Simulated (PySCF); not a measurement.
# C₂H₉BN−: electronic excitations at several levels of theory

How much do the electronic excitations of C₂H₉BN− (`CC[BH2-]N`) depend on the level of theory, and what does each level cost?

Computed with PySCF 2.14.0, with density-fitted response routines of our own, on a single molecule in the gas phase. Atoms are numbered from 0 throughout.

## (1) The molecule as given

13 atoms, charge -1, multiplicity 1; geometry from: GFN2-xTB.

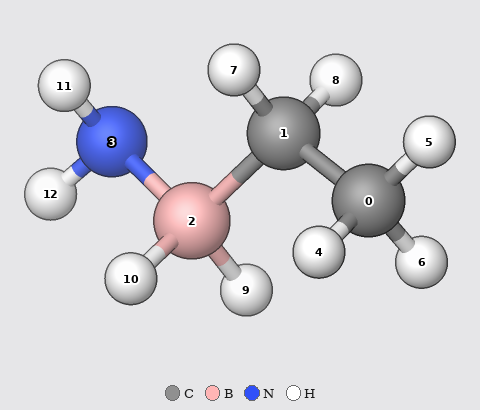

As it starts; carbon grey, boron pink, nitrogen blue, hydrogen white, atoms numbered; sticks join atoms by distance.

## (2) Geometry optimisation at PBE0-D3(BJ)/def2-SVP

What the job is given:

```
{"job": {"xc": "PBE0", "basis": "def2-SVP", "d3": "d3bj", "grid": 1, "kind": "geom"}, "charge": -1, "multiplicity": 1}
C     -1.788023    -0.153145    -0.556408
C     -0.417258    -0.574469    -0.039598
B      0.785663     0.487755    -0.432926
N      2.138452    -0.073302     0.123298
H     -2.058714     0.821417    -0.148922
H     -2.583924    -0.864072    -0.291823
H     -1.763720    -0.060744    -1.642169
H     -0.485777    -0.692045     1.050886
H     -0.188535    -1.570029    -0.437837
H      0.889133     0.602080    -1.648160
H      0.526350     1.608547     0.055458
H      2.069278    -0.142907     1.137252
H      2.872687     0.611400    -0.048027
```

Output:

```text
step   0  E = -160.93920078  max force = 0.017196
step   1  E = -160.94129090  max force = 0.004092
step   2  E = -160.94136067  max force = 0.001819
step   3  E = -160.94137482  max force = 0.000236
optimisation converged
```

It took 18 s on 1 thread, shared host.

Along the way:

| step | energy from step 0 (eV) | largest force component (eV/Å) |
| --- | --- | --- |
| 0 | 0.0000 | 0.8843 |
| 1 | -0.0569 | 0.2104 |
| 2 | -0.0588 | 0.0935 |
| 3 | -0.0592 | 0.0121 |

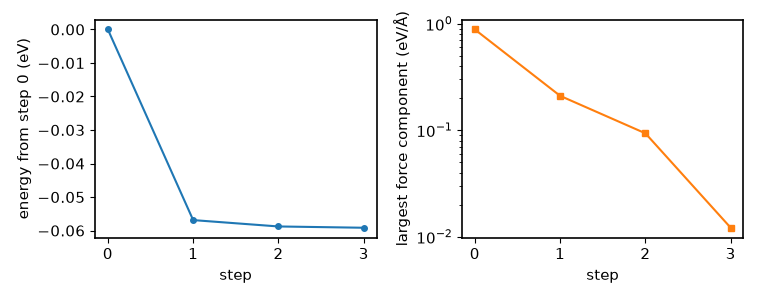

Energy and force, step by step.

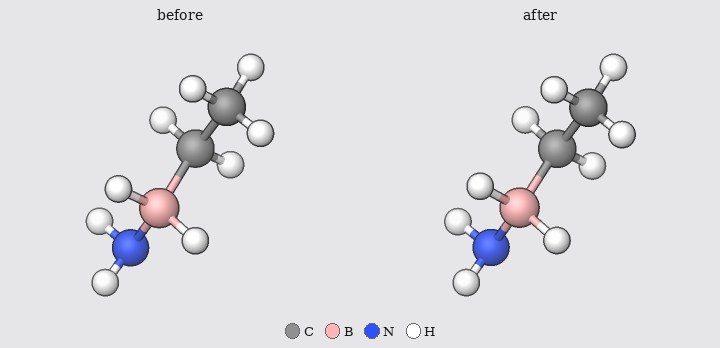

The geometry before (left) and after (right).

Close pairs (by a distance rule), those that changed most:

| bond | before (Å) | after (Å) | change (Å) |
| --- | --- | --- | --- |
| B2–H9 | 1.225 | 1.262 | +0.037 |
| B2–H10 | 1.250 | 1.279 | +0.029 |
| C0–H6 | 1.090 | 1.105 | +0.015 |
| C0–H4 | 1.090 | 1.105 | +0.015 |
| C1–H7 | 1.099 | 1.113 | +0.014 |
| C1–H8 | 1.096 | 1.110 | +0.013 |
| C1–B2 | 1.652 | 1.642 | -0.010 |
| C0–H5 | 1.099 | 1.110 | +0.010 |

The next job starts from the end point, and lists it.

| at the end point | value |
| --- | --- |
| point group (found at 0.08 Å tolerance) | C1 |
| rotational constants (GHz, main isotopes) | 23.019, 3.415, 3.197 |

## (3) Excited states and response: PBE0/aug-cc-pVDZ

What the job is given:

```
{"job": {"kind": "uv", "xc": "PBE0", "basis": "aug-cc-pVDZ"}, "charge": -1, "multiplicity": 1}
C     -1.708533    -0.110519    -0.559078
C     -0.346990    -0.543857    -0.032595
B      0.869275     0.504119    -0.376070
N      2.218102    -0.049403     0.169606
H     -1.983419     0.882154    -0.159097
H     -2.541056    -0.803846    -0.319544
H     -1.682261     0.000116    -1.658095
H     -0.421903    -0.690927     1.067903
H     -0.096092    -1.545687    -0.438072
H      0.954503     0.629753    -1.629110
H      0.538376     1.649209     0.088346
H      2.167046    -0.062142     1.192063
H      2.949884     0.638604    -0.018670
```

Method: TDDFT PBE0/aug-cc-pVDZ, vertical, gas phase, core orbitals frozen in the response.

Output:

```text
coarse grid: 9904 points
cycle   1  E = -160.9351250797  dE =  2.536e-02  |g| = 6.532e-01  |ddm| = 8.232e+00
cycle   2  E = -160.7458368761  dE =  1.893e-01  |g| = 1.068e+00  |ddm| = 1.127e+01
cycle   3  E = -161.0713089983  dE = -3.255e-01  |g| = 8.467e-02  |ddm| = 1.031e+01
cycle   4  E = -161.0724931716  dE = -1.184e-03  |g| = 4.956e-02  |ddm| = 2.581e-01
cycle   5  E = -161.0730857361  dE = -5.926e-04  |g| = 6.977e-03  |ddm| = 1.518e-01
cycle   6  E = -161.0730974991  dE = -1.176e-05  |g| = 2.401e-03  |ddm| = 3.049e-02
cycle   7  E = -161.0730990138  dE = -1.515e-06  |g| = 3.487e-04  |ddm| = 1.104e-02
final grid: 92968 points
cycle   8  E = -161.0804653788  dE = -2.432e-05  |g| = 8.151e-03  |ddm| = 1.864e-01
cycle   9  E = -161.0804492885  dE =  1.609e-05  |g| = 1.149e-02  |ddm| = 4.546e-02
cycle  10  E = -161.0804828446  dE = -3.356e-05  |g| = 7.261e-04  |ddm| = 2.392e-02
cycle  11  E = -161.0804829646  dE = -1.200e-07  |g| = 2.046e-04  |ddm| = 1.730e-03
cycle  12  E = -161.0804829744  dE = -9.847e-09  |g| = 4.578e-05  |ddm| = 5.510e-04
cycle  13  E = -161.0804829750  dE = -5.414e-10  |g| = 1.660e-05  |ddm| = 1.928e-04
converged SCF energy = -161.0804829750

Static polarisability (au): isotropic 74.169, principal 68.033 74.500 79.974

Singlet excitations
state   eV       nm        f      main configurations
  1   3.1022    399.7   0.00062   H->L 0.62, H->L+1 0.36
  2   3.3044    375.2   0.00298   H->L+1 0.61, H->L 0.36
  3   3.5623    348.0   0.00558   H->L+2 0.94
  4   3.6375    340.9   0.04363   H->L+3 0.97
  5   4.0631    305.1   0.00594   H->L+4 0.94
  6   4.1198    300.9   0.00617   H->L+5 0.91
  7   4.2668    290.6   0.00103   H->L+6 0.93
  8   4.3071    287.9   0.00095   H-1->L 0.97
  9   4.4976    275.7   0.00396   H->L+7 0.84
 10   4.5644    271.6   0.00217   H-1->L+1 0.95

Triplet excitations (Tamm-Dancoff, eV): 3.0274 3.2761 3.5385 3.5786
```

It took 23 s on 1 thread, shared host.

The orbitals next to the gap, with their largest atomic shares:

| orbital | eV | atoms |
| --- | --- | --- |
| HOMO−3 | -3.97 | N3 30 %, B2 17 %, C1 15 % |
| HOMO−2 | -2.72 | N3 34 %, B2 23 %, C1 16 % |
| HOMO−1 | -2.05 | B2 32 %, C1 26 %, H9 20 % |
| HOMO | -0.83 | N3 42 %, B2 24 %, H10 17 % |
| LUMO | 3.02 | H5 39 %, H4 12 %, H6 11 % |
| LUMO+1 | 3.29 | B2 22 %, H11 22 %, H12 20 % |
| LUMO+2 | 3.50 | B2 44 %, H6 16 %, H7 10 % |

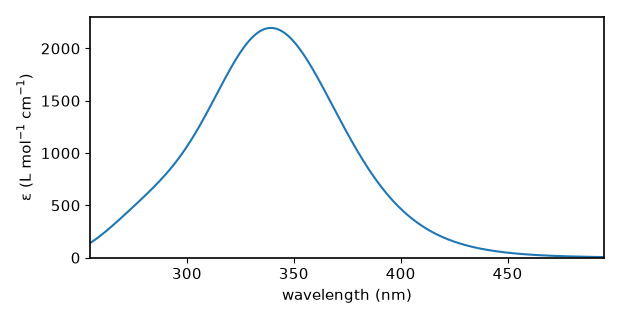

Absorption spectrum: each of the 10 states is a Gaussian band of 0.4 eV half-width at 1/e. Beyond the last state computed it falls off for lack of states.

Further results of this job:

| property | computed |
| --- | --- |
| polarisability (Å³) | 10.99 |
| HOMO–LUMO gap (eV) | 3.85 |
| −ε(HOMO) (eV) | 0.83 |

## (4) TDDFT and polarisability: PBE0/def2-TZVPD

Same as in step 3 but for these lines:

```diff
@@ -1,2 +1,2 @@
-{"job": {"kind": "uv", "xc": "PBE0", "basis": "aug-cc-pVDZ"}, "charge": -1, "multiplicity": 1}
+{"job": {"kind": "uv", "xc": "PBE0", "basis": "def2-TZVPD"}, "charge": -1, "multiplicity": 1}
 C     -1.708533    -0.110519    -0.559078
```

With the program's defaults for keys left out, this is: TDDFT PBE0/def2-TZVPD, vertical, gas phase, core orbitals frozen in the response.

Output:

```text
coarse grid: 9904 points
cycle   1  E = -160.9908766277  dE =  2.095e-03  |g| = 6.719e-01  |ddm| = 2.748e+00
cycle   2  E = -160.8169267796  dE =  1.739e-01  |g| = 1.071e+00  |ddm| = 2.686e+01
cycle   3  E = -161.1311852907  dE = -3.143e-01  |g| = 8.051e-02  |ddm| = 2.372e+01
cycle   4  E = -161.1321174346  dE = -9.321e-04  |g| = 5.120e-02  |ddm| = 5.283e-01
cycle   5  E = -161.1327058338  dE = -5.884e-04  |g| = 7.070e-03  |ddm| = 2.184e-01
cycle   6  E = -161.1327170364  dE = -1.120e-05  |g| = 2.596e-03  |ddm| = 2.210e-02
cycle   7  E = -161.1327186880  dE = -1.652e-06  |g| = 3.359e-04  |ddm| = 1.311e-02
final grid: 92968 points
cycle   8  E = -161.1212892445  dE = -5.686e-05  |g| = 8.210e-03  |ddm| = 2.581e-01
cycle   9  E = -161.1212738970  dE =  1.535e-05  |g| = 1.148e-02  |ddm| = 1.153e-01
cycle  10  E = -161.1213055001  dE = -3.160e-05  |g| = 7.646e-04  |ddm| = 7.183e-02
cycle  11  E = -161.1213056072  dE = -1.071e-07  |g| = 3.261e-04  |ddm| = 4.806e-03
cycle  12  E = -161.1213056318  dE = -2.460e-08  |g| = 5.279e-05  |ddm| = 1.054e-03
cycle  13  E = -161.1213056324  dE = -6.639e-10  |g| = 1.892e-05  |ddm| = 3.021e-04
converged SCF energy = -161.1213056324

Static polarisability (au): isotropic 71.734, principal 65.705 71.358 78.139

Singlet excitations
state   eV       nm        f      main configurations
  1   3.6687    338.0   0.00036   H->L 0.84, H->L+1 0.14
  2   4.0969    302.6   0.00380   H->L+1 0.83, H->L 0.15
  3   4.5453    272.8   0.03107   H->L+2 0.97
  4   4.9451    250.7   0.00472   H-1->L 0.98
  5   5.2270    237.2   0.01040   H->L+3 0.66, H-1->L+1 0.23
  6   5.2528    236.0   0.00040   H-1->L+1 0.73, H->L+3 0.24
  7   5.3920    229.9   0.08028   H->L+4 0.91
  8   5.6138    220.9   0.00981   H-2->L 0.79
  9   5.7078    217.2   0.07731   H-1->L+2 0.89
 10   5.8145    213.2   0.01977   H->L+5 0.90

Triplet excitations (Tamm-Dancoff, eV): 3.5395 4.0472 4.4693 4.8208
```

Wall time 36 s (1 thread, shared host).

Key values: HOMO -0.82 eV, LUMO 3.81 eV; lowest singlet 3.67 eV.

## (5) TDDFT and polarisability: PBE0/6-31+G*

Same as in step 4 but for these lines:

```diff
@@ -1,2 +1,2 @@
-{"job": {"kind": "uv", "xc": "PBE0", "basis": "def2-TZVPD"}, "charge": -1, "multiplicity": 1}
+{"job": {"kind": "uv", "xc": "PBE0", "basis": "6-31+G*"}, "charge": -1, "multiplicity": 1}
 C     -1.708533    -0.110519    -0.559078
```

Level: TDDFT PBE0/6-31+G*, vertical, gas phase, core orbitals frozen in the response.

Output:

```text
coarse grid: 9904 points
cycle   1  E = -160.9534077424  dE =  1.780e-02  |g| = 6.577e-01  |ddm| = 2.862e+00
cycle   2  E = -160.8003943326  dE =  1.530e-01  |g| = 1.008e+00  |ddm| = 6.152e+00
cycle   3  E = -161.0892403054  dE = -2.888e-01  |g| = 7.922e-02  |ddm| = 5.106e+00
cycle   4  E = -161.0902876727  dE = -1.047e-03  |g| = 4.446e-02  |ddm| = 1.395e-01
cycle   5  E = -161.0907652190  dE = -4.775e-04  |g| = 6.729e-03  |ddm| = 7.415e-02
cycle   6  E = -161.0907760063  dE = -1.079e-05  |g| = 2.139e-03  |ddm| = 1.393e-02
cycle   7  E = -161.0907772085  dE = -1.202e-06  |g| = 2.883e-04  |ddm| = 3.685e-03
final grid: 92968 points
cycle   8  E = -161.0570144244  dE = -1.899e-05  |g| = 8.290e-03  |ddm| = 4.305e-02
cycle   9  E = -161.0569987899  dE =  1.563e-05  |g| = 1.158e-02  |ddm| = 3.307e-02
cycle  10  E = -161.0570328184  dE = -3.403e-05  |g| = 7.229e-04  |ddm| = 1.870e-02
cycle  11  E = -161.0570329424  dE = -1.240e-07  |g| = 1.818e-04  |ddm| = 1.071e-03
cycle  12  E = -161.0570329499  dE = -7.521e-09  |g| = 3.902e-05  |ddm| = 2.798e-04
cycle  13  E = -161.0570329503  dE = -3.760e-10  |g| = 1.479e-05  |ddm| = 9.658e-05
converged SCF energy = -161.0570329503

Static polarisability (au): isotropic 64.920, principal 60.100 65.490 69.170

Singlet excitations
state   eV       nm        f      main configurations
  1   3.5958    344.8   0.00770   H->L+1 0.90
  2   3.7816    327.9   0.00624   H->L 0.89, H->L+1 0.09
  3   4.2884    289.1   0.02052   H->L+2 0.94
  4   4.5687    271.4   0.04616   H->L+3 0.98
  5   4.9087    252.6   0.00313   H-1->L 0.94
  6   5.0146    247.2   0.03990   H-1->L+1 0.52, H->L+4 0.41
  7   5.0242    246.8   0.01449   H->L+4 0.53, H-1->L+1 0.45
  8   5.4377    228.0   0.00357   H->L+5 0.93
  9   5.5059    225.2   0.06100   H-1->L+2 0.72, H-2->L+1 0.20
 10   5.5823    222.1   0.05049   H-2->L+1 0.71, H-1->L+2 0.24

Triplet excitations (Tamm-Dancoff, eV): 3.4454 3.7260 4.2073 4.4160
```

It took 10 s on 1 thread, shared host.

In short: HOMO -0.71 eV, LUMO 3.85 eV; lowest singlet 3.60 eV.

## (6) Side by side: electronic excitations

Excitations and ground-state properties, with basis size and wall time:

| run | lowest singlet (eV) | brightest (eV) | f | gap (eV) | α (Å³) | functions | time |
| --- | --- | --- | --- | --- | --- | --- | --- |
| PBE0/aug-cc-pVDZ | 3.10 | 3.64 | 0.044 | 3.85 | 10.99 | 173 | 23 s |
| PBE0/def2-TZVPD | 3.67 | 5.39 | 0.080 | 4.64 | 10.63 | 229 | 36 s |
| PBE0/6-31+G* | 3.60 | 5.51 | 0.061 | 4.56 | 9.62 | 90 | 10 s |

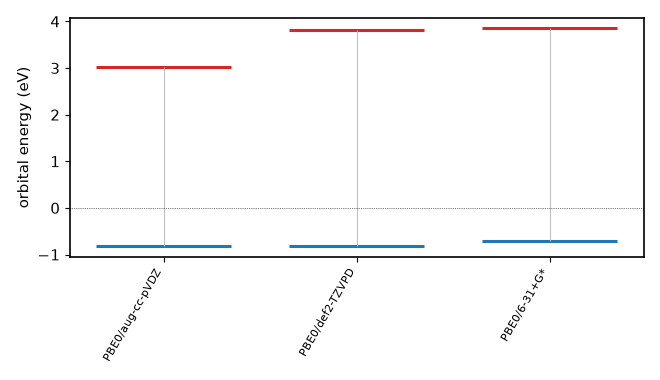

HOMO (blue) and LUMO (red) run by run.

## (7) Summary of results

| quantity | value |
| --- | --- |
| point group | C1 |
| rotational constants (main isotopes) | 23.02, 3.42, 3.20 GHz |
| lowest singlet (PBE0/aug-cc-pVDZ) | 3.10 eV (400 nm), f = 0.001 |
| brightest single state of those computed | state 4, 3.64 eV, f = 0.044 |
| lowest triplet | 3.03 eV |
| range of the lowest singlet | 3.10 to 3.67 eV |

Single values in the summary come from the first run of each kind that ended normally (PBE0/aug-cc-pVDZ), which need not be the best level. The optimisation took 3 steps and gained 0.059 eV; among the close pairs (by a distance rule), B2–H9 changed most, from 1.225 to 1.262 Å. The first singlet state (HOMO→LUMO 0.62, HOMO→LUMO+1 0.36) lies at 3.10 eV and is dark; of the 10 states computed, the strongest absorption comes from state 4 at 3.64 eV. The lowest triplet lies 0.07 eV below the lowest singlet (triplets in Tamm-Dancoff, singlets in full TDDFT). The lowest singlet lies above −ε(HOMO); no detachment energy was computed, so the anion's states may not be bound. The lowest singlet runs from 3.10 eV (PBE0/aug-cc-pVDZ) to 3.67 eV (PBE0/def2-TZVPD), while the orbital gap spans 3.85 to 4.64 eV. The lowest state need not be the same one in every run. The runs solved for a few states only, so the brightest column depends on that window.
